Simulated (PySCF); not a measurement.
## A study: C$_{2}$H$_{6}$AlCl, SMILES `C[Al](C)Cl`

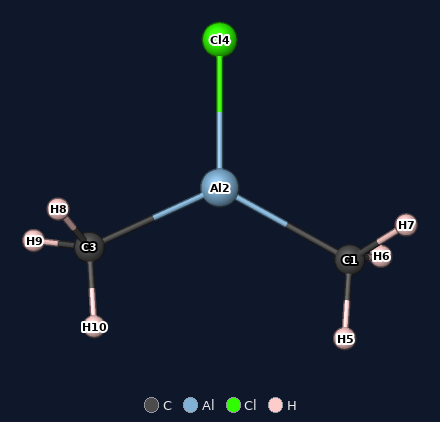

The molecule, with its atoms numbered as below. No frequency check shows the geometry to be a minimum.

Geometry (Å), atoms numbered from 1:

```
C1      -1.2704    1.7737   -0.0002
Al2     -0.3604    0.0003   -0.0001
C3      -1.2649   -1.7764   -0.0005
Cl4      1.6785    0.0006    0.0004
H5      -2.3597    1.7042   -0.0019
H6      -0.9848    2.3692    0.8735
H7      -0.9722    2.3749   -0.8737
H8      -0.9770   -2.3710   -0.8740
H9      -0.9896   -2.3655    0.8732
H10     -2.3544   -1.7103    0.0007
```

## 1. Bonding charge

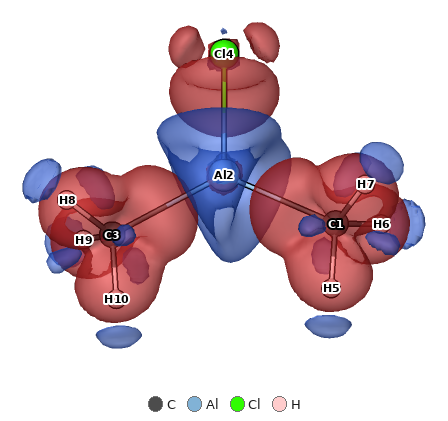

Deformation density (molecule less spherical, spin-averaged free atoms at the same positions), surfaces at ±0.04 e/Å³; red: gain, blue: loss.

PySCF calculation, PBE0/def2-TZVP, gas phase; geometry: GFN2-xTB.

Question: How much density has each bond gained at its critical point, relative to the free atoms?

Answer: C1–H5 and C3–H10: +0.66 e/Å³ at the bond critical point (bond length 1.09 Å, Mayer order 0.9). C3–H9, C1–H6 and C3–H8: +0.65 e/Å³ at the bond critical point (bond length 1.09 Å, Mayer order 0.9). C1–H7: +0.63 e/Å³ at the bond critical point (bond length 1.10 Å, Mayer order 0.9). C1–Al2 and Al2–C3: +0.15 e/Å³ at the bond critical point (bond length 1.99 Å, Mayer order 1.0). Al2–Cl4: +0.08 e/Å³ at the bond critical point (bond length 2.04 Å, Mayer order 1.2); up to 0.6 Å beside the axis the gain reaches +0.20 e/Å³. In all, 2.2 electrons gather in the regions of gain relative to the promolecule. A small or negative value marks a very polar bond, one between electron-rich atoms, whose free-atom densities already overlap strongly, a long bond to a heavier atom, or a closed-shell contact such as a hydrogen bond.

Question: Where do the Hirshfeld charges lie?

Answer: The highest Hirshfeld charge is on Al2 (+0.55 e), the lowest on C1 and C3 (−0.28 e).

## 2. Bond critical points

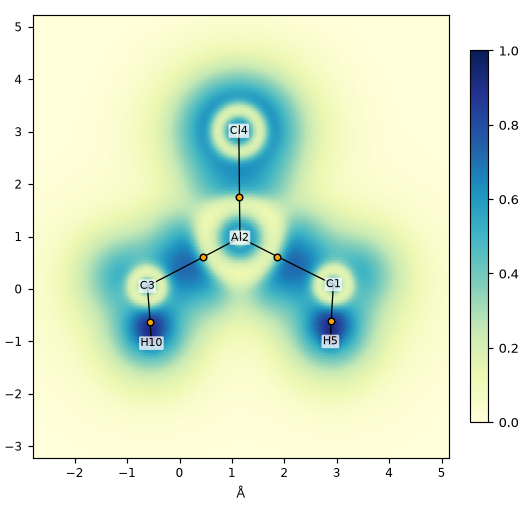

Localised orbital locator (LOL) in the plane of C1, Al2, C3, Cl4, H5 and H10, with bond paths and bond critical points (dots).

Question: What values does LOL take at the bond critical points in this plane?

Answer: C1–H5 and C3–H10: about 0.87; C1–Al2 and Al2–C3: about 0.36; Al2–Cl4: about 0.29. Values above 0.5 mark slow, localised electrons, as in shared pairs; low values at a critical point mark a polar or closed-shell contact whose critical point lies between the shells.

Question: Where along C1–H5 does the critical point lie?

Answer: 0.70 Å from C1 and 0.40 Å from H5.

## 3. Local ionisation energy

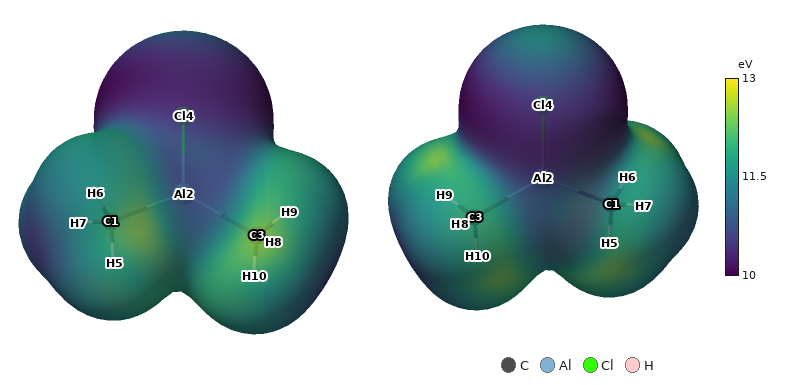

Average local ionisation energy on the surface of electron density 0.001 a.u. (back view left, front view right).

Question: Where are the most loosely bound electrons on this surface?

Answer: The lowest value is 10.0 eV, 2.1 Å from Cl4, and at like points elsewhere. Further minima include 10.4 eV, near H7 (1.84 Å), H6 (1.90 Å), H5 (1.95 Å) and C1 (2.01 Å), and at like points elsewhere; 10.7 eV, over Al2, off the plane of its three bonds (2.0 Å), and at like points elsewhere. For comparison, the highest occupied orbital lies at −7.8 eV.

Question: What volume does the surface enclose, and what is the dipole moment?

Answer: About 126 Å³; the dipole moment is 1.5 D.

## 4. In an electric field

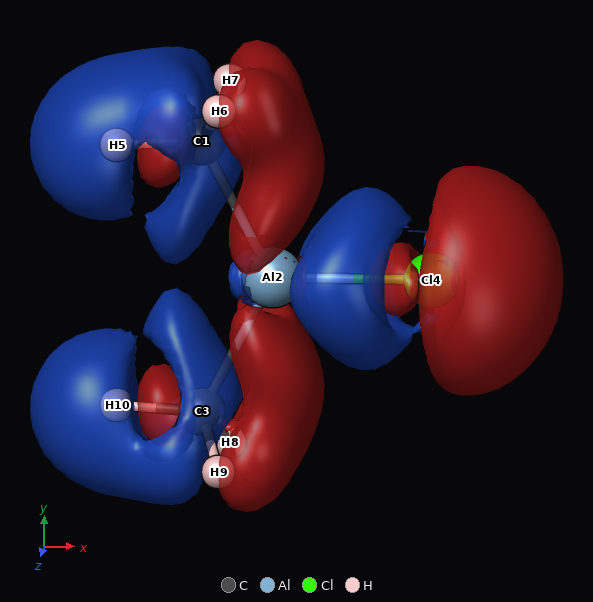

Change of the electron density in a uniform field of 0.21 V/Å, surfaces at ±0.001 e/Å³ (blue: gain, red: loss).

Computed with PySCF, PBE0/def2-TZVP, geometry: GFN2-xTB. A basis without diffuse functions makes polarisabilities too small.

Question: Along which Cartesian direction does the field point?

Answer: Along +x: electrons gather on the −x side, against the field.

Question: How large is the response?

Answer: The induced dipole is 0.67 D (along the field); α along this axis, from the fields in both directions, is 66 bohr³ (9.8 Å³).

Question: Which atoms gain and lose the most charge?

Answer: Electrons gather most on H5 and H10 alike (Hirshfeld charge changes by −0.009 e) and leave Cl4 most (+0.020 e); 0.059 electrons are displaced in all.

## 5. Removing or adding an electron

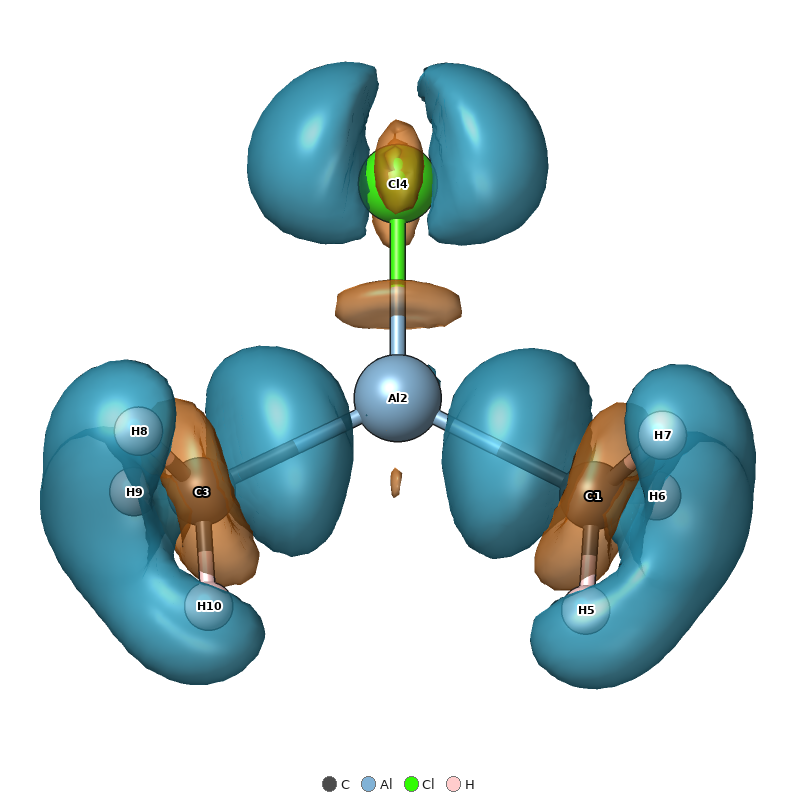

Fukui function f⁻ = ρ(N) − ρ(N−1) at fixed geometry, surfaces at ±0.015 e/Å³ (light blue positive, orange negative).

Computed with PySCF, PBE0/def2-TZVP, geometry: GFN2-xTB.

Question: On which atoms does the density change most on removal of an electron?

Answer: f⁻ (Hirshfeld-condensed) is largest on Cl4 (0.19), C1 and C3 (0.15 each) and Al2 (0.14); the vertical ionisation energy is 9.76 eV (the stability of the cation's solution wasn't checked). Condensed values hint at sites of electrophilic attack but needn't mark the atom that reacts. Shares this close don't rank the sites. Orbital relaxation makes it negative in places (0.18 e in all).

```tsv
atom	f⁻	charge
C1	+0.15	−0.28
Al2	+0.14	+0.55
C3	+0.15	−0.28
Cl4	+0.19	−0.20
H5	+0.06	+0.03
H6	+0.06	+0.04
H7	+0.07	+0.04
H8	+0.06	+0.04
H9	+0.06	+0.04
H10	+0.06	+0.03
```
